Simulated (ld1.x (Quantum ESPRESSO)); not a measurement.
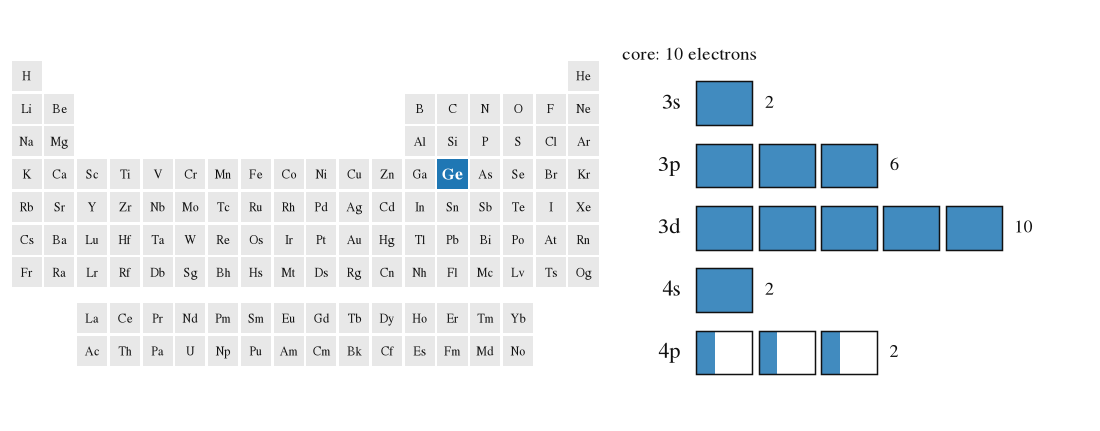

Left, the place of germanium in the periodic table; right, the valence shells of the reference configuration: a box for each of the 2l + 1 orbitals, shaded by the share of the shell that is filled, with the electron count at the right.

# Run report: Ge, pseudopotential generation (part 1 of 2)

System: germanium (Ge, Z = 32), core [Ne], reference valence 3s2 3p6 3d10 4s2 4p2, valence charge 22.
Method: TM semilocal potential, PBE, scalar-relativistic, made with ld1.x (Quantum ESPRESSO) 7.5.

The program's output:
```
     Program LD1 v.7.5
     --------------------------- All-electron run ----------------------------

     Ge
     scalar relativistic calculation

     atomic number is 32.00
     dft =PBE   lsd =0 sic =0 latt =0  beta=0.20 tr2=1.0E-14
     Exchange-correlation= PBE
                           (   1   4   3   4   0   0   0)
     mesh =1207 r(mesh) = 100.41023 a.u. xmin = -7.00 dx = 0.01250
     1 Ry =  13.60569312 eV, c = 137.03599908

     n l     nl                  e(Ry)          e(Ha)          e(eV)
     1 0     1S 1( 2.00)      -805.6314      -402.8157    -10961.1741
     2 0     2S 1( 2.00)      -100.8250       -50.4125     -1371.7939
     2 1     2P 1( 6.00)       -88.1036       -44.0518     -1198.7111
     3 0     3S 1( 2.00)       -12.3839        -6.1919      -168.4909
     3 1     3P 1( 6.00)        -8.4979        -4.2490      -115.6205
     3 2     3D 1(10.00)        -2.1543        -1.0772       -29.3109
     4 0     4S 1( 2.00)        -0.8622        -0.4311       -11.7311
     4 1     4P 1( 2.00)        -0.2863        -0.1431        -3.8953

     final scf error:  3.0E-15 reached in  36 iterations

     Etot =   -4197.669992 Ry,   -2098.834996 Ha,  -57112.209742 eV

     Ekin =    4273.695468 Ry,    2136.847734 Ha,   58146.589038 eV
     Encl =  -10116.689522 Ry,   -5058.344761 Ha, -137644.573051 eV
     Eh   =    1804.321722 Ry,     902.160861 Ha,   24549.047641 eV
     Exc  =    -158.997660 Ry,     -79.498830 Ha,   -2163.273369 eV

     normalization and overlap integrals

     s(1S/1S) =  1.000000  <r> =   0.0470  <r2> =    0.0030  r(max) =   0.0309
     s(2S/2S) =  1.000000  <r> =   0.2100  <r2> =    0.0520  r(max) =   0.1754
     s(2P/2P) =  1.000000  <r> =   0.1837  <r2> =    0.0414  r(max) =   0.1418
     s(3S/3S) =  1.000000  <r> =   0.6242  <r2> =    0.4495  r(max) =   0.5402
     s(3P/3P) =  1.000000  <r> =   0.6470  <r2> =    0.4929  r(max) =   0.5402
     s(3D/3D) =  1.000000  <r> =   0.7365  <r2> =    0.6969  r(max) =   0.5012
     s(4S/4S) =  1.000000  <r> =   2.1162  <r2> =    5.1841  r(max) =   1.7494
     s(4P/4P) =  1.000000  <r> =   2.8993  <r2> =   10.0650  r(max) =   2.2184

     ------------------------ End of All-electron run ------------------------

     --------------------- Generating NC pseudopotential ---------------------

      Generating local pot.: lloc=1, matching radius rcloc =   0.7000

      Computing core charge for nlcc:

       r > 0.25 : true rho core
       r < 0.25 : rho core = a sin(br)/r    a= 150.23  b=   9.99

      Integrated core pseudo-charge :   9.65

      Wfc   3S  rcut= 0.554  Using Troullier-Martins method

      Wfc   3D  rcut= 0.644  Using Troullier-Martins method

     ------------------- End of pseudopotential generation -------------------

     --------------------------- All-electron run ----------------------------

     Ge
     scalar relativistic calculation

     atomic number is 32.00
     dft =PBE   lsd =0 sic =0 latt =0  beta=0.20 tr2=1.0E-14
     Exchange-correlation= PBE
                           (   1   4   3   4   0   0   0)
     mesh =1207 r(mesh) = 100.41023 a.u. xmin = -7.00 dx = 0.01250
     1 Ry =  13.60569312 eV, c = 137.03599908

     n l     nl                  e(Ry)          e(Ha)          e(eV)
     1 0     1S 1( 2.00)      -805.6314      -402.8157    -10961.1741
     2 0     2S 1( 2.00)      -100.8250       -50.4125     -1371.7939
     2 1     2P 1( 6.00)       -88.1036       -44.0518     -1198.7111
     3 0     3S 1( 2.00)       -12.3839        -6.1919      -168.4909
     3 1     3P 1( 6.00)        -8.4979        -4.2490      -115.6205
     3 2     3D 1(10.00)        -2.1543        -1.0772       -29.3109
     4 0     4S 1( 2.00)        -0.8622        -0.4311       -11.7311
     4 1     4P 1( 2.00)        -0.2863        -0.1431        -3.8953

     final scf error:  3.0E-15 reached in  36 iterations

     Etot =   -4197.669992 Ry,   -2098.834996 Ha,  -57112.209742 eV

     Ekin =    4273.695468 Ry,    2136.847734 Ha,   58146.589038 eV
     Encl =  -10116.689522 Ry,   -5058.344761 Ha, -137644.573051 eV
     Eh   =    1804.321722 Ry,     902.160861 Ha,   24549.047641 eV
     Exc  =    -158.997660 Ry,     -79.498830 Ha,   -2163.273369 eV

     normalization and overlap integrals

     s(1S/1S) =  1.000000  <r> =   0.0470  <r2> =    0.0030  r(max) =   0.0309
     s(2S/2S) =  1.000000  <r> =   0.2100  <r2> =    0.0520  r(max) =   0.1754
     s(2P/2P) =  1.000000  <r> =   0.1837  <r2> =    0.0414  r(max) =   0.1418
     s(3S/3S) =  1.000000  <r> =   0.6242  <r2> =    0.4495  r(max) =   0.5402
     s(3P/3P) =  1.000000  <r> =   0.6470  <r2> =    0.4929  r(max) =   0.5402
     s(3D/3D) =  1.000000  <r> =   0.7365  <r2> =    0.6969  r(max) =   0.5012
     s(4S/4S) =  1.000000  <r> =   2.1162  <r2> =    5.1841  r(max) =   1.7494
     s(4P/4P) =  1.000000  <r> =   2.8993  <r2> =   10.0650  r(max) =   2.2184

     ------------------------ End of All-electron run ------------------------

     Computing logarithmic derivative in   0.80094
     Computing logarithmic derivative in   0.80094
     Computing the partial wave expansion
     R is outside the sphere for l=    0 j= 0.00
       no projector for channel:   1
     R is outside the sphere for l=    2 j= 0.00

     ---------------------- Testing the pseudopotential ----------------------

     Ge
     scalar relativistic calculation

     atomic number is 32.00   valence charge is 22.00
     dft =PBE   lsd =0 sic =0 latt =0  beta=0.20 tr2=1.0E-14
     mesh =1207 r(mesh) = 100.41023 xmin = -7.00 dx = 0.01250

     n l     nl             e AE (Ry)        e PS (Ry)    De AE-PS (Ry)
     1 0     3S   1( 2.00)      -12.38385      -12.38456        0.00071
     2 1     3P   1( 6.00)       -8.49795       -8.49828        0.00033
     3 2     3D   1(10.00)       -2.15431       -2.15418       -0.00013
     2 0     4S   1( 2.00)       -0.86222       -0.86946        0.00724  !
     3 1     4P   1( 2.00)       -0.28630       -0.28778        0.00148

     eps = 7.2E-15  iter = 17

     Etot =   -4197.669992 Ry,   -2098.834996 Ha,  -57112.209742 eV
     Etotps =  -622.273325 Ry,    -311.136662 Ha,   -8466.459894 eV

     Ekin =     281.784147 Ry,     140.892074 Ha,    3833.868632 eV
     Encl =   -1325.662034 Ry,    -662.831017 Ha,  -18036.550818 eV
     Ehrt =     502.395185 Ry,     251.197592 Ha,    6835.434712 eV
     Ecxc =     -88.490649 Ry,     -44.245325 Ha,   -1203.976618 eV
     (Ecc =     -33.666143 Ry,     -16.833072 Ha,    -458.051216 eV)
     Epseu=       7.700027 Ry,       3.850013 Ha,     104.764199 eV

     ---------------------- End of pseudopotential test ----------------------
```

Output of the test run (extracts):
```
     ---------------------- Testing the pseudopotential ----------------------

     Ge
     scalar relativistic calculation

     atomic number is 32.00   valence charge is 22.00
     dft =PBE   lsd =0 sic =0 latt =0  beta=0.20 tr2=1.0E-14
     mesh =1207 r(mesh) = 100.41023 xmin = -7.00 dx = 0.01250

     n l     nl             e AE (Ry)        e PS (Ry)    De AE-PS (Ry)
     1 0     3S   1( 2.00)      -12.38385      -12.38456        0.00071
     2 1     3P   1( 6.00)       -8.49795       -8.49828        0.00033
     3 2     3D   1(10.00)       -2.15431       -2.15419       -0.00013
     2 0     4S   1( 2.00)       -0.86222       -0.86946        0.00724  !
     3 1     4P   1( 2.00)       -0.28630       -0.28778        0.00148

     eps = 5.0E-15  iter = 16

     Etot =   -4197.669992 Ry,   -2098.834996 Ha,  -57112.209742 eV
     Etotps =  -622.273328 Ry,    -311.136664 Ha,   -8466.459938 eV

     Ekin =     383.821389 Ry,     191.910694 Ha,    5222.156031 eV
     Encl =   -1325.662034 Ry,    -662.831017 Ha,  -18036.550823 eV
     Ehrt =     502.395186 Ry,     251.197593 Ha,    6835.434724 eV
     Ecxc =     -88.490649 Ry,     -44.245325 Ha,   -1203.976617 eV
     (Ecc =     -33.666143 Ry,     -16.833072 Ha,    -458.051216 eV)
     Epseu=     -94.337219 Ry,     -47.168610 Ha,   -1283.523252 eV

     ---------------------- End of pseudopotential test ----------------------

     ---------------------- Testing the pseudopotential ----------------------

     Ge
     scalar relativistic calculation

     atomic number is 32.00   valence charge is 22.00
     dft =PBE   lsd =0 sic =0 latt =0  beta=0.20 tr2=1.0E-14
     mesh =1207 r(mesh) = 100.41023 xmin = -7.00 dx = 0.01250

     n l     nl             e AE (Ry)        e PS (Ry)    De AE-PS (Ry)
     1 0     3S   1( 2.00)      -13.04723      -13.05999        0.01276  !
     2 1     3P   1( 6.00)       -9.16139       -9.17366        0.01227  !
     3 2     3D   1(10.00)       -2.81637       -2.82821        0.01184  !
     2 0     4S   1( 2.00)       -1.45956       -1.48580        0.02623  !
     3 1     4P   1( 1.00)       -0.82628       -0.85048        0.02420  !

     eps = 3.3E-15  iter = 18

     Etot =   -4197.122869 Ry,   -2098.561434 Ha,  -57104.765750 eV
     Etotps =  -621.714015 Ry,    -310.857008 Ha,   -8458.850105 eV
     dEtot_ae =       0.547123 Ry
     dEtot_ps =       0.559312 Ry,   Delta E=      -0.012189 Ry

     Ekin =     383.505804 Ry,     191.752902 Ha,    5217.862281 eV
     Encl =   -1310.905689 Ry,    -655.452845 Ha,  -17835.780524 eV
     Ehrt =     488.101221 Ry,     244.050610 Ha,    6640.955426 eV
     Ecxc =     -87.922159 Ry,     -43.961080 Ha,   -1196.241919 eV
     (Ecc =     -33.666143 Ry,     -16.833072 Ha,    -458.051216 eV)
     Epseu=     -94.493192 Ry,     -47.246596 Ha,   -1285.645369 eV

     ---------------------- End of pseudopotential test ----------------------

     ---------------------- Testing the pseudopotential ----------------------

     Ge
     scalar relativistic calculation

     atomic number is 32.00   valence charge is 22.00
     dft =PBE   lsd =0 sic =0 latt =0  beta=0.20 tr2=1.0E-14
     mesh =1207 r(mesh) = 100.41023 xmin = -7.00 dx = 0.01250

     n l     nl             e AE (Ry)        e PS (Ry)    De AE-PS (Ry)
     1 0     3S   1( 2.00)      -13.85029      -13.87417        0.02389  !
     2 1     3P   1( 6.00)       -9.96437       -9.98759        0.02322  !
     3 2     3D   1(10.00)       -3.61570       -3.63906        0.02336  !
     2 0     4S   1( 2.00)       -2.14976       -2.20321        0.05344  !
     3 1     4P   1( 0.00)       -1.45571       -1.51196        0.05625  !

     eps = 1.6E-15  iter = 16

     Etot =   -4195.988126 Ry,   -2097.994063 Ha,  -57089.326796 eV
     Etotps =  -620.539736 Ry,    -310.269868 Ha,   -8442.873221 eV
     dEtot_ae =       1.681865 Ry
     dEtot_ps =       1.733592 Ry,   Delta E=      -0.051726 Ry

     Ekin =     382.991716 Ry,     191.495858 Ha,    5210.867756 eV
     Encl =   -1293.109261 Ry,    -646.554631 Ha,  -17593.647785 eV
     Ehrt =     471.629937 Ry,     235.814969 Ha,    6416.852192 eV
     Ecxc =     -87.228571 Ry,     -43.614285 Ha,   -1186.805163 eV
     (Ecc =     -33.666143 Ry,     -16.833072 Ha,    -458.051216 eV)
     Epseu=     -94.823557 Ry,     -47.411779 Ha,   -1290.140221 eV

     ---------------------- End of pseudopotential test ----------------------

     ---------------------- Testing the pseudopotential ----------------------

     Ge
     scalar relativistic calculation

     atomic number is 32.00   valence charge is 22.00
     dft =PBE   lsd =0 sic =0 latt =0  beta=0.20 tr2=1.0E-14
     mesh =1207 r(mesh) = 100.41023 xmin = -7.00 dx = 0.01250

     n l     nl             e AE (Ry)        e PS (Ry)    De AE-PS (Ry)
     1 0     3S   1( 2.00)      -14.88343      -14.91641        0.03298  !
     2 1     3P   1( 6.00)      -10.99652      -11.02872        0.03220  !
     3 2     3D   1(10.00)       -4.63739       -4.67133        0.03394  !
     2 0     4S   1( 1.00)       -2.97339       -3.05868        0.08528  !
     3 1     4P   1( 0.00)       -2.20993       -2.30107        0.09114  !

     eps = 7.7E-15  iter = 14

     Etot =   -4193.431031 Ry,   -2096.715516 Ha,  -57054.535744 eV
     Etotps =  -617.913303 Ry,    -308.956651 Ha,   -8407.138774 eV
     dEtot_ae =       4.238961 Ry
     dEtot_ps =       4.360025 Ry,   Delta E=      -0.121064 Ry

     Ekin =     382.828425 Ry,     191.414213 Ha,    5208.646072 eV
     Encl =   -1270.338985 Ry,    -635.169492 Ha,  -17283.842391 eV
     Ehrt =     451.566708 Ry,     225.783354 Ha,    6143.878056 eV
     Ecxc =     -86.352293 Ry,     -43.176146 Ha,   -1174.882799 eV
     (Ecc =     -33.666143 Ry,     -16.833072 Ha,    -458.051216 eV)
     Epseu=     -95.617158 Ry,     -47.808579 Ha,   -1300.937713 eV

     ---------------------- End of pseudopotential test ----------------------

     ---------------------- Testing the pseudopotential ----------------------

     Ge
     scalar relativistic calculation

     atomic number is 32.00   valence charge is 22.00
     dft =PBE   lsd =0 sic =0 latt =0  beta=0.20 tr2=1.0E-14
     mesh =1207 r(mesh) = 100.41023 xmin = -7.00 dx = 0.01250

     n l     nl             e AE (Ry)        e PS (Ry)    De AE-PS (Ry)
     1 0     3S   1( 1.00)      -13.94586      -13.95253        0.00667  !
     2 1     3P   1( 6.00)      -10.04266      -10.04733        0.00467
     3 2     3D   1(10.00)       -3.63876       -3.64685        0.00809  !
     2 0     4S   1( 2.00)       -1.67698       -1.69256        0.01558  !
     3 1     4P   1( 2.00)       -0.97103       -0.98203        0.01099  !

     eps = 6.6E-15  iter = 18

     Etot =   -4184.529428 Ry,   -2092.264714 Ha,  -56933.423262 eV
     Etotps =  -609.124992 Ry,    -304.562496 Ha,   -8287.567720 eV
     dEtot_ae =      13.140564 Ry
     dEtot_ps =      13.148335 Ry,   Delta E=      -0.007772 Ry

     Ekin =     398.445890 Ry,     199.222945 Ha,    5421.132510 eV
     Encl =   -1287.708502 Ry,    -643.854251 Ha,  -17520.166715 eV
     Ehrt =     472.238283 Ry,     236.119141 Ha,    6425.129157 eV
     Ecxc =     -86.736585 Ry,     -43.368293 Ha,   -1180.111363 eV
     (Ecc =     -33.666143 Ry,     -16.833072 Ha,    -458.051216 eV)
     Epseu=    -105.364078 Ry,     -52.682039 Ha,   -1433.551309 eV

     ---------------------- End of pseudopotential test ----------------------

     ---------------------- Testing the pseudopotential ----------------------

     Ge
     scalar relativistic calculation

     atomic number is 32.00   valence charge is 22.00
     dft =PBE   lsd =0 sic =0 latt =0  beta=0.20 tr2=1.0E-14
     mesh =1207 r(mesh) = 100.41023 xmin = -7.00 dx = 0.01250

     n l     nl             e AE (Ry)        e PS (Ry)    De AE-PS (Ry)
     1 0     3S   1( 2.00)      -13.87318      -13.88205        0.00887  !
     2 1     3P   1( 6.00)       -9.96991       -9.97923        0.00932  !
     3 2     3D   1( 9.00)       -3.58009       -3.58659        0.00650  !
     2 0     4S   1( 2.00)       -1.67091       -1.68671        0.01580  !
     3 1     4P   1( 2.00)       -0.96867       -0.97975        0.01108  !

     eps = 6.3E-15  iter = 18

     Etot =   -4194.826643 Ry,   -2097.413321 Ha,  -57073.524006 eV
     Etotps =  -619.425613 Ry,    -309.712806 Ha,   -8427.714802 eV
     dEtot_ae =       2.843349 Ry
     dEtot_ps =       2.847715 Ry,   Delta E=      -0.004366 Ry

     Ekin =     374.056560 Ry,     187.028280 Ha,    5089.298767 eV
     Encl =   -1289.844738 Ry,    -644.922369 Ha,  -17549.231680 eV
     Ehrt =     473.419524 Ry,     236.709762 Ha,    6441.200762 eV
     Ecxc =     -86.831138 Ry,     -43.415569 Ha,   -1181.397815 eV
     (Ecc =     -33.666143 Ry,     -16.833072 Ha,    -458.051216 eV)
     Epseu=     -90.225821 Ry,     -45.112911 Ha,   -1227.584835 eV
```

(Continued in part 2.) Outcome of the run: generated.
